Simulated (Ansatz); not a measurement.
BNH6: several calculations on one system

## 1. Relaxation

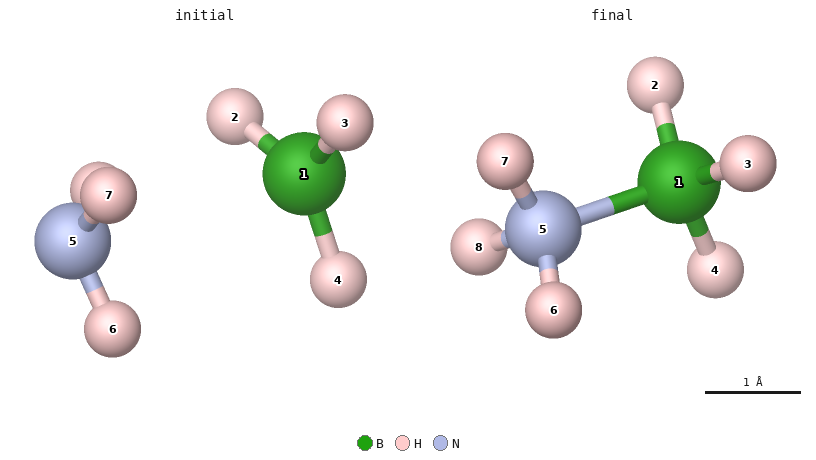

The structure of BNH$_{6}$ before (left) and after (right) a relaxation, at one scale.

A ball-and-stick model, seen at a tilt.

The run prepares an end point of a later path (reaction) calculation, from a guessed geometry.

All numbers below come from RKS PBE0-D4/def2-SVP in Ansatz 0.2.0.

The input:
```yaml
crystal:
  periodic: [false, false, false]
  atoms:
    - { symbol: B, position_ang: [0.026124, 0.241194, 0.021537] }
    - { symbol: H, position_ang: [-0.190088, 0.529659, 1.164027] }
    - { symbol: H, position_ang: [1.161339, 0.218477, -0.386501] }
    - { symbol: H, position_ang: [-0.899534, 0.053967, -0.7305] }
    - { symbol: "N", position_ang: [0.025159, -2.242456, 1.169013] }
    - { symbol: H, position_ang: [-0.588279, -2.438193, 0.380852] }
    - { symbol: H, position_ang: [0.986946, -2.225849, 0.836713] }
    - { symbol: H, position_ang: [-0.205866, -1.300399, 1.542258] }
basis:
  gaussian: { orbitals: def2-SVP }
hamiltonian:
  xc: pbe0
  dispersion: d4
relax:
  f_tol: 0.03
  max_steps: 50
```

Launched with:
```bash
ansatz run input.yaml --threads 1 --pin off --max-ram 2048MiB --backend cpu --events-out ev --progress --plain --runs-dir out
```

Describe what moved and what it gained.

The atom that moves furthest after the best rigid fit is N5 (0.71 Å). By element the largest moves are N 0.71 Å, H 0.67 Å, B 0.40 Å. Among the contacts that change: B1–N5 2.736 → 1.635 Å, B1–H2 1.198 → 1.225 Å, N5–H8 1.039 → 1.021 Å, B1–H3 1.207 → 1.225 Å. New bonds form, among them: B1–N5 (2.74 → 1.63 Å). Among the angles between lasting bonds that change: H3–B1–H4 120.5° → 113.2°, H2–B1–H3 119.8° → 113.2°. Over 12 accepted moves (13 points after the start) the energy falls by 1.490 eV. Largest force component: 0.97 eV/Å at the start, 0.00036 eV/Å at the end. The line search rejected the trial step at point 8 of the run. The forces were under the threshold at step 10, but the run went on from there.

## 2. Relaxation

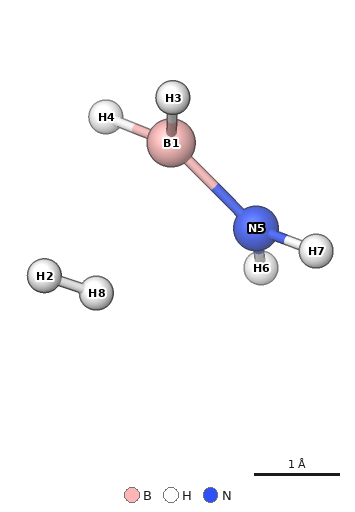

This is the input geometry for a relaxation of BNH$_{6}$. Style: ball-and-stick. Shown at a tilt.

The run prepares an end point of a later path (reaction) calculation, from a guessed geometry.

The calculation used RKS PBE0-D4/def2-SVP in Ansatz.

The input:
```yaml
crystal:
  periodic: [false, false, false]
  atoms:
    - { symbol: B, position_ang: [0.090389, -0.522403, -0.20518] }
    - { symbol: H, position_ang: [-0.178087, 0.399339, 1.993572] }
    - { symbol: H, position_ang: [1.121639, 0.10299, -0.256326] }
    - { symbol: H, position_ang: [-0.9638, -0.081812, -0.599749] }
    - { symbol: "N", position_ang: [0.127368, -1.902757, 0.283464] }
    - { symbol: H, position_ang: [-0.695266, -2.493078, 0.324075] }
    - { symbol: H, position_ang: [0.981973, -2.354446, 0.57812] }
    - { symbol: H, position_ang: [-0.168416, -0.311433, 1.879425] }
basis:
  gaussian: { orbitals: def2-SVP }
hamiltonian:
  xc: pbe0
  dispersion: d4
relax:
  f_tol: 0.03
  max_steps: 50
output:
  orbitals: {}
```

Launched with:
```bash
ansatz run input.yaml --threads 1 --pin off --max-ram 2048MiB --backend cpu --events-out ev --progress --plain --runs-dir out
```

**Where does the relaxation end?**

Over 19 accepted moves (20 points after the start) the energy falls by 0.368 eV. Largest force component: 2.5 eV/Å at the start, 0.0019 eV/Å at the end. The line search rejected the trial step at point 7 of the run. The forces were under the threshold at step 8, but the run went on from there. The largest move after the best rigid fit is that of H2, 1.46 Å. By element the largest moves are H 1.46 Å, B 0.67 Å, N 0.32 Å. Some distances before and after: B1–N5 1.465 → 1.389 Å, H2–H8 0.720 → 0.762 Å. The run took 26 s on 1 thread of Arm Neoverse V1 (shared host), peak memory 0.11 GiB.

Final geometry:

```xyz
8

B     0.1811   -0.6885   -0.8452
H    -0.3445   -0.0925    3.3531
H     1.2533   -0.2281   -1.1640
H    -0.8403   -0.3849   -1.4178
N     0.1209   -1.5912    0.2089
H    -0.7395   -2.0226    0.5219
H     0.9361   -1.8972    0.7248
H    -0.2513   -0.2585    2.6157
```

After the run, drawn alike:

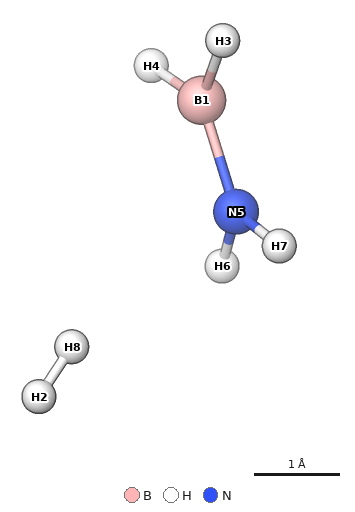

## 3. Path

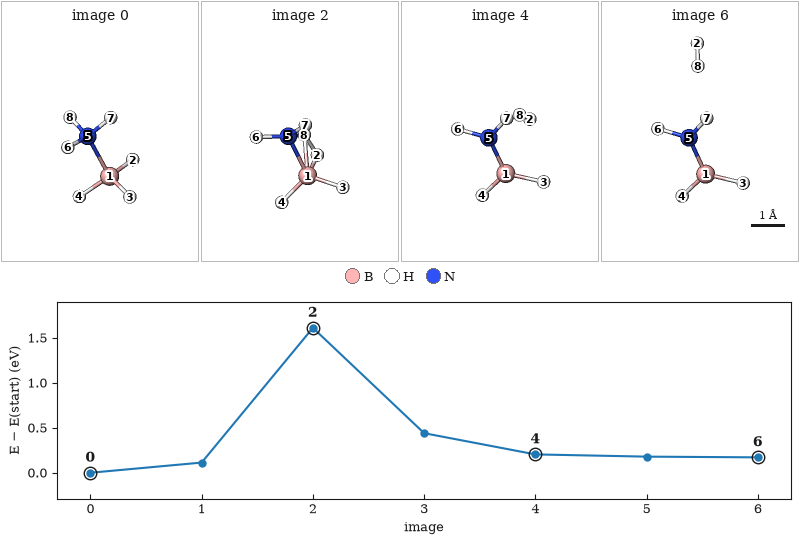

A search for the minimum-energy path of BNH$_{6}$ by the nudged elastic band. Images are numbered from 0 (start) to 6 (end). The picture is a ball-and-stick view, seen from a free direction.

Level of theory: Ansatz 0.2.0, RKS PBE0-D4/def2-SVP. Run with 5 movable images; climbing image; force threshold 0.03 eV/Å; iteration limit 60; starting path through a guess of the saddle point.

### Describe the mechanism and the energy profile.

The energy climbs by 1.61 eV to image 2 and then falls by 1.44 eV, so the end point sits at +0.17 eV. Breaking: B1–H2 (1.22 → 1.38 at the top → 4.27 Å), N5–H8 (1.02 → 1.40 at the top → 2.78 Å). Forming: H2–H8 (2.57 → 0.99 at the top → 0.76 Å). The band is converged.

The run took 2 min on 1 thread of Arm Neoverse V1, on a shared host, peak memory 0.1 GiB.
